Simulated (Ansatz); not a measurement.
## Electronic structure of CH₃NO₂Si in real space

Input file:

```
crystal:
  periodic: [false, false, false]
  atoms:
    - { symbol: "N", position_ang: [2.7757, 0.4014, -0.4842] }
    - { symbol: C, position_ang: [1.6773, 0.1974, -0.1632] }
    - { symbol: Si, position_ang: [-0.1241, -0.0886, 0.3381] }
    - { symbol: O, position_ang: [-0.6486, -1.6513, 0.1393] }
    - { symbol: O, position_ang: [-1.195, 0.8662, -0.504] }
    - { symbol: H, position_ang: [-0.2999, 0.2609, 1.7652] }
    - { symbol: H, position_ang: [-1.1183, -1.8081, -0.6943] }
    - { symbol: H, position_ang: [-1.0672, 1.8221, -0.3969] }
basis:
  gaussian:
    orbitals: cc-pVDZ
hamiltonian:
  xc: r2scan
output:
  orbitals: {}
  forces: true
```

Launched as:

```sh
python run_methods.py
```

Not at a stationary point (largest force 1.2 eV/Å).

All numbers below come from SCF r2SCAN, Gaussian basis (Ansatz 0.2.0).

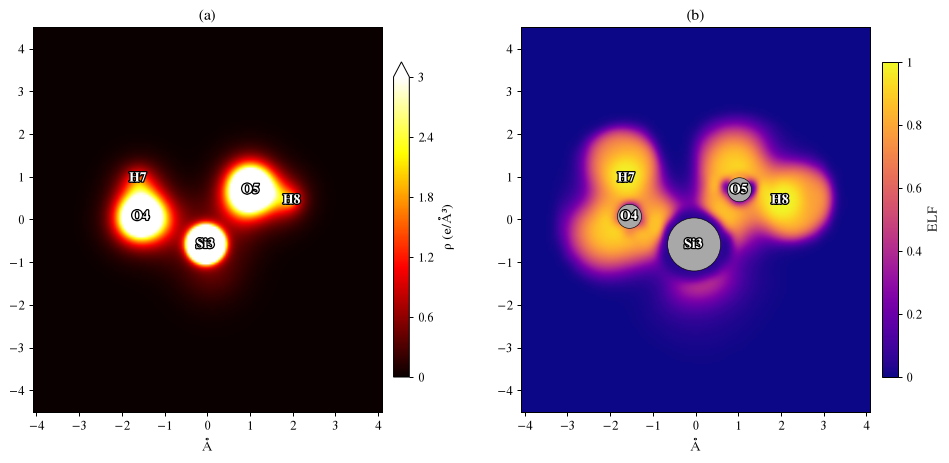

Figure 1. (a) total electron density; (b) ELF on the plane of atoms Si3, O5 and H8. Grey discs cover the atomic cores in the ELF map.

**Read the bonding off the picture.**

Atoms in the plane: Si, O and H.
Si–O (1.66 Å): the density is about 1 e/Å³ at the midpoint; the ELF peaks at about 0.85 between the atoms; a shared but strongly polarised pair.
O–H (0.97 Å): ρ is about 3.6 e/Å³ halfway; the ELF climbs to about 1 towards the hydrogen, as it does in any bond to H; an ordinary covalent bond to hydrogen.
The ELF also peaks beside O4 and O5, away from the bonds: lone-pair regions.

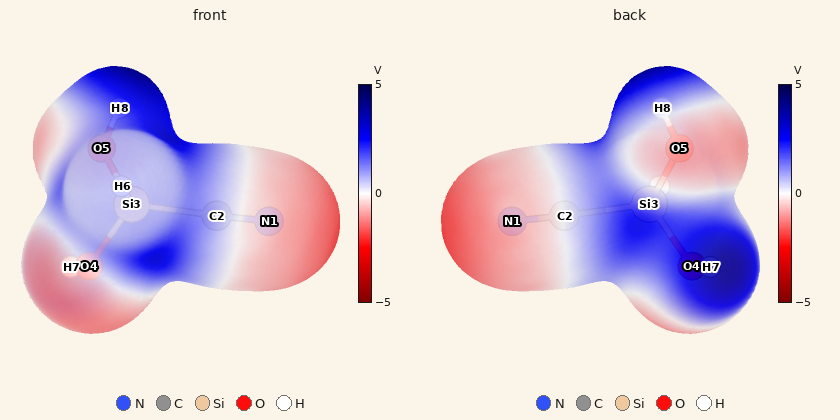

Figure 2. The electrostatic potential painted on the density surface at 0.004 e/bohr³, seen from the front and from behind; the colour scale runs from red (negative) to blue (positive).

**Where is the surface potential most negative and most positive?**

The most negative region (about −1.8 V) lies over N1, the most positive (about +3.9 V) over H7 and H8. N1 is the likeliest acceptor of a hydrogen bond.

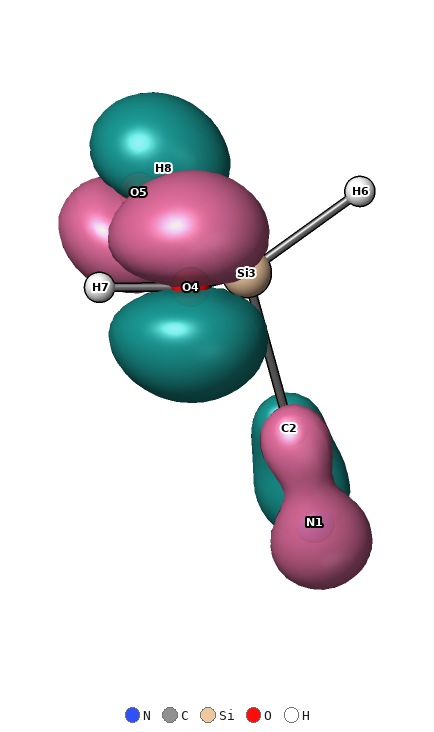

Figure 3. The HOMO−1 at ±0.15 Å⁻³ᐟ² (teal and pink are the two phases), seen at an oblique angle.

**Where does this orbital lie, and at what energy?**

Its weight (Hirshfeld) is mainly on O4 (about 45 %), O5 (about 25 %) and N1 (about 10 %); largely a combination of lone pairs on O4, O5 and N1. Its energy is −8.33 eV.
